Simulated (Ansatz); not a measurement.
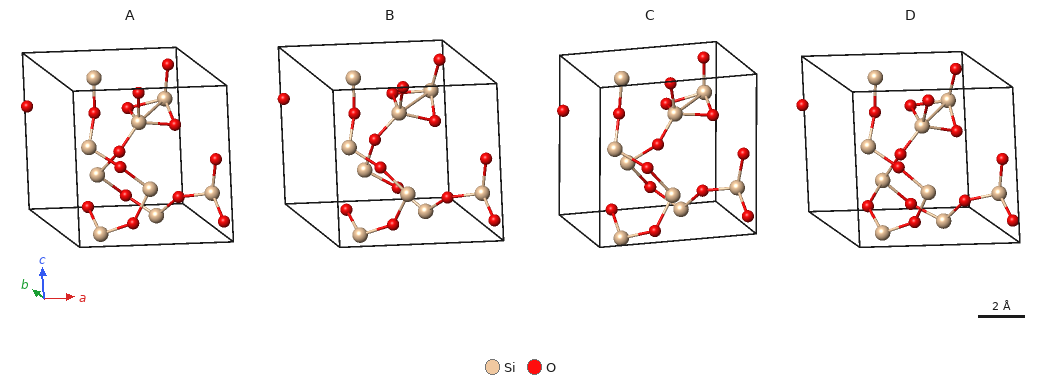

4 geometries from one relaxation of an amorphous cell of composition Si₄O₇ (coarse preliminary run), in shuffled order. Style: ball-and-stick. Shown: the cell of the calculation (origin shifted), slightly off an axis.

Case: the quenched liquid.

The calculation used Ansatz, DFT PBE, scalar-relativistic, plane waves, PAW. Settings: plane-wave cutoff 420 eV; k-point mesh 2 × 2 × 2; occupations gaussian; smearing width 0.1 eV; mesh shifted by (0.5, 0.5, 0.5); no spin polarisation; cell and atoms relaxed; force threshold 0.04 eV/Å; at most 70 steps.

Order the frames from highest to lowest energy.

Answer. C, A, D, B. They are steps 0, 4, 19, 44, at +1.948 eV per cell of the calculation, +0.709 eV per cell of the calculation, +0.104 eV per cell of the calculation relative to the last. After 32 accepted moves (44 points after the start) the energy has fallen by 1.948 eV per cell of the calculation. Largest force component: 2.1 eV/Å at the start, 0.019 eV/Å at the end. The pressure goes from −1.07 to 0.12 GPa. The line search rejected the trial steps at points 8, 11, 13, 15, 22, 28, 34, 42 of the run. At 4 points the geometry stayed and the basis and grid were re-selected for the new cell (energy shift of 0.113 eV per cell of the calculation at most each time). The largest move relative to the cell is that of an O atom, 0.87 Å along [−1 1 0]. By element the largest moves are O 0.87 Å, Si 0.77 Å. The volume changes by +10.7 %, with a 7.085 → 7.311 Å (+3.2 %), b 6.974 → 7.727 Å (+10.8 %), c 7.133 → 6.966 Å (−2.3 %), α 90.6° → 84.8°, β 88.4° → 92.3°, γ 88.9° → 95.6°. Near-neighbour distances that change, for instance: Si–Si 3.266 → 2.533 Å, O–Si 1.768 → 1.663 Å, O–Si 1.736 → 1.647 Å, O–Si 1.746 → 1.675 Å. New bonds form: Si–Si (3.27 → 2.53 Å). Among the angles between lasting bonds that change: Si–O–Si 152.1° → 168.3°, O–Si–O 126.8° → 111.2°, Si–O–Si 145.1° → 159.9°. Cost: 7.3 min on 2 threads of Arm Neoverse V2, with other jobs on the host, peak memory 0.62 GiB.

Limits of the set-up: the periodic images lie only 7.0 Å apart, so the values are limited by the cell's size.
